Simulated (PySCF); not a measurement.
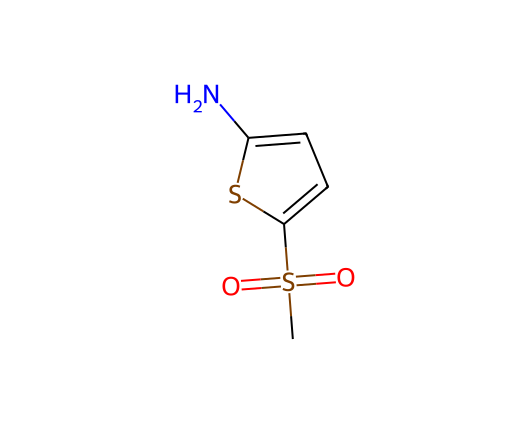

A structural formula.

Give its SMILES.

Answer. CS(=O)(=O)c1ccc(N)s1

What is the molecular formula?

Answer. C5H7NO2S2.

An optimisation with GFN2-xTB gave a structure of which point group?

Answer. C1. Other conformers may differ.

More results for the same structure follow; atom numbers are the same in all pictures, views and colours differ. The computed structure is the end point of a GFN2-xTB optimisation. No frequency run is at hand to confirm it as a minimum.

**Geometry**

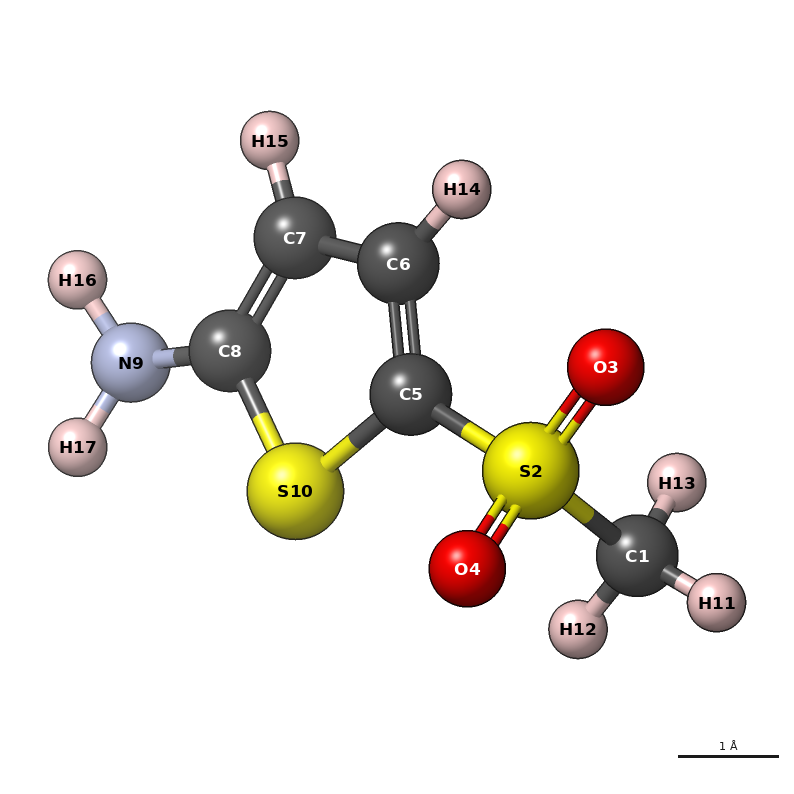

The atoms are numbered. No frequency run is at hand to confirm it as a minimum.

How are the neighbours of atom 7 arranged?

Answer. C7 has 3 neighbours (C6 at 1.41, C8 at 1.37, H15 at 1.07 Å); the arrangement is trigonal planar.

What is the geometry at C5?

Answer. C5 has 3 neighbours (S2 at 1.77, C6 at 1.36, S10 at 1.73 Å); the arrangement is trigonal planar.

How are the neighbours of atom 1 arranged?

Answer. C1 has 4 neighbours (S2 at 1.82, H11 at 1.08, H12 at 1.08, H13 at 1.08 Å); the arrangement is tetrahedral.

Describe the coordination of atom 2.

Answer. S2 has 4 neighbours (C1 at 1.82, O3 at 1.44, O4 at 1.44, C5 at 1.77 Å); the arrangement is tetrahedral.

What is the dihedral angle C6–C7–C8–S10?

Answer. 1° in size, that is syn (eclipsed).

**Dipole moment**

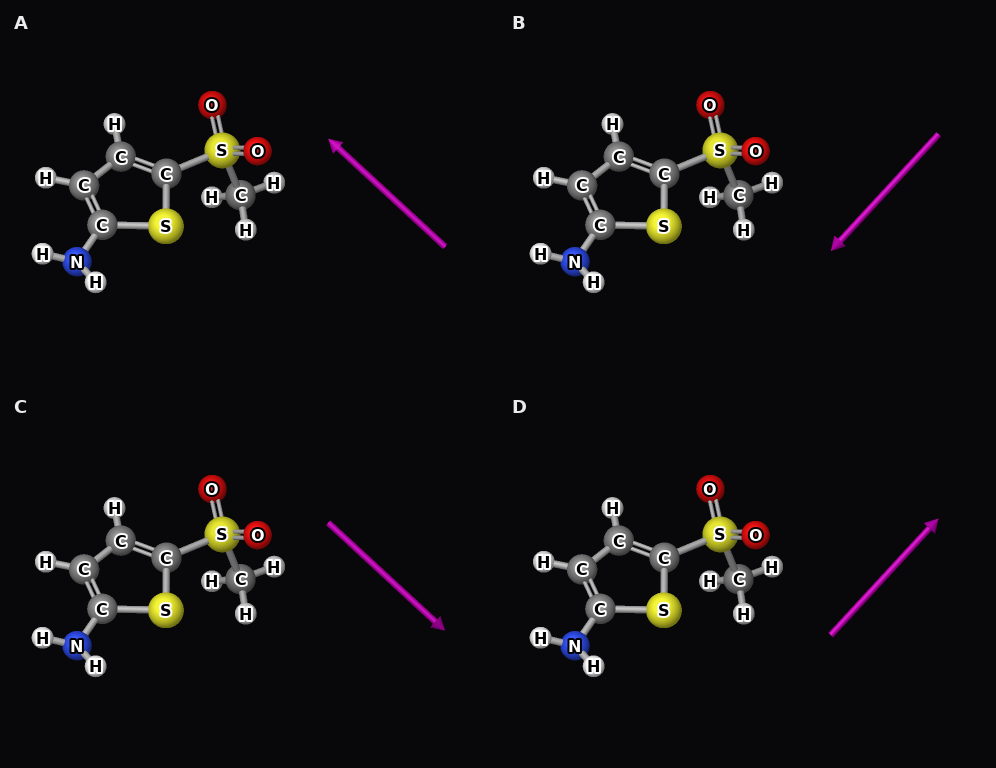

The same molecule four times, each with an arrow. No frequency run is at hand to confirm it as a minimum. Level of theory: PBE0/pcSseg-1, gas phase (PySCF 2.14.0).

Which arrow points along the dipole moment, from the negative to the positive end?

Answer. B. The dipole moment is 6.43 D.

**NMR shielding**

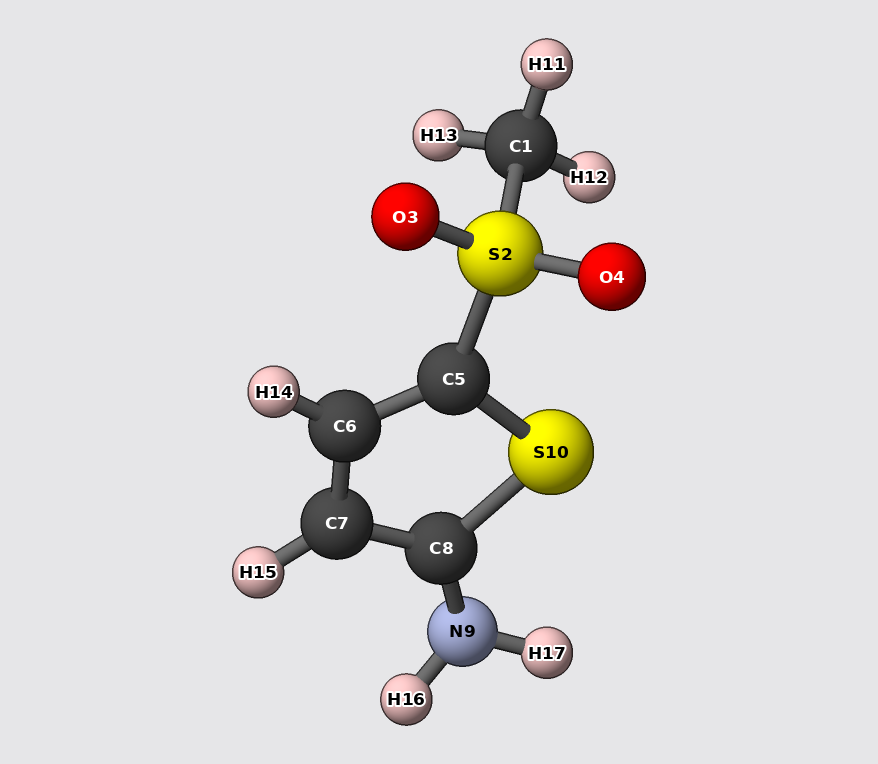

No frequency run is at hand to confirm it as a minimum. Method: GIAO PBE0/pcSseg-1 NMR shielding, non-relativistic, gas phase (PySCF 2.14.0). Principal shieldings σ11 ≤ σ22 ≤ σ33, span Ω = σ33 − σ11, skew κ = 3(σiso − σ22)/Ω.

Which S atom has the most anisotropic shielding?

Answer. S2, with a span of 335 ppm.

Give the shielding tensors of the S atoms.

```tsv
atom	σ11	σ22	σ33	σiso	Ω	κ
S2	62.0	209.6	396.8	222.8	334.8	0.12
S10	172.5	367.9	398.9	313.1	226.4	−0.73
```

Shieldings and span in ppm.

**Quadrupole coupling**

No frequency run is at hand to confirm it as a minimum. Electric field gradients from the ground-state density, PBE0/pcSseg-1 (PySCF 2.14.0), non-relativistic apart from any core potentials.

Give the largest field-gradient component, the quadrupole coupling constant and the asymmetry for 33S at S2 (Q = −67.81 mb), 17O at O3 (Q = −25.6 mb), 17O at O4 (Q = −25.6 mb), 14N at N9 (Q = 20.44 mb), 33S at S10 (Q = −67.81 mb).

```tsv
atom	V_zz (a.u.)	e²qQ/h (MHz)	η
S2	−0.280	4.47	0.92
O3	1.350	−8.12	0.12
O4	1.331	−8.01	0.17
N9	−1.123	−5.39	0.15
S10	2.070	−33.0	0.84
```
